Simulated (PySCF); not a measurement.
Si(Me)2(OH)(SMe), SMILES [Si](SC)(C)(O)C (C3H10OSSi) at its GFN2-xTB optimised geometry (Å):

```
16

C     -0.1696     1.2055     1.2800
S     -1.3184     0.6102     0.0000
Si    -0.8211    -1.4883     0.0000
C     -1.4769    -2.3480     1.5693
C     -1.5498    -2.2617    -1.5685
O      0.8159    -1.4883     0.0000
H     -0.4828     0.8351     2.2509
H     -0.2148     2.2890     1.2632
H      0.8322     0.8650     1.0445
H     -2.5468    -2.2052     1.6813
H     -1.2907    -3.4180     1.5410
H     -0.9983    -1.9568     2.4633
H     -2.6191    -2.0940    -1.6272
H     -1.3819    -3.3342    -1.5877
H     -1.1030    -1.8361    -2.4616
H      1.3184    -2.2890    -0.1227
```

Method: PBE0/def2-TZVP in PySCF 2.14.0. Cells within 0.4 Å of a nucleus heavier than hydrogen are left out (blank, or x).

Map of the deformation density (molecule minus spherical neutral atoms) (e/bohr³) on the plane z = 0.0 Å:

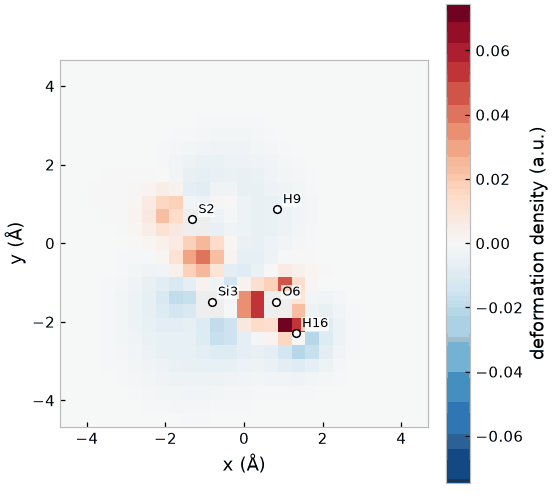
Fig. 1. Deformation density (molecule minus spherical neutral atoms) (e/bohr³) on the plane z = 0.0 Å.
